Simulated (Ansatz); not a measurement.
**Ti3Al under a change: Al interstitial (started 2.05 Å from the nearest host atom), symmetric start**

Consider a 16-atom supercell of Ti$_{3}$Al (space group P6_3/mmc, No. 194; a = 5.755 Å, c = 4.655 Å) at its relaxed geometry.

The change: a neutral Al interstitial (started 2.05 Å from the nearest host atom), symmetric start, atoms relaxed at fixed cell.

Level of theory: PBE (Ansatz, a program for electronic structure), no spin-orbit coupling, earlier PAW set. Γ-centred 7×7×7 mesh, Fermi–Dirac width 0.05 eV.

| quantity | base | changed | shift |
|---|---|---|---|
| pressure | 0.0 GPa | 10.3 GPa | +10.3 GPa |
| largest displacement of a host atom from its site in the perfect cell | – | 0.52 Å | – |
| final site of the added atom | – | 6 Ti at 2.48–2.50 Å (octahedral) | – |

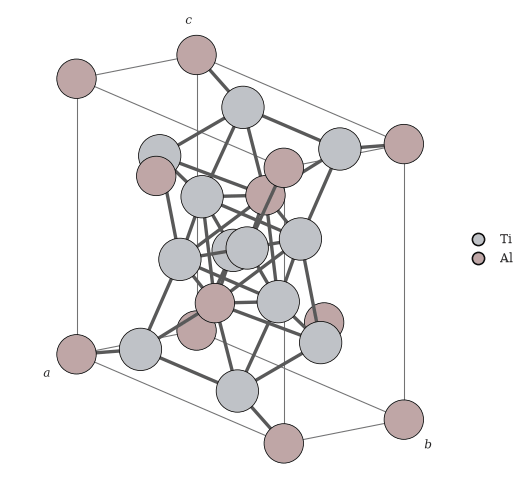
Figure. The relaxed cell after the change

The cell is small, so the values are those of an ordered compound at a high defect concentration; dilute-limit values will differ. The defect started on the symmetric site and kept its symmetry, so it may sit on a saddle. All final runs are without spin polarisation. The defect cell is not spin-polarised.
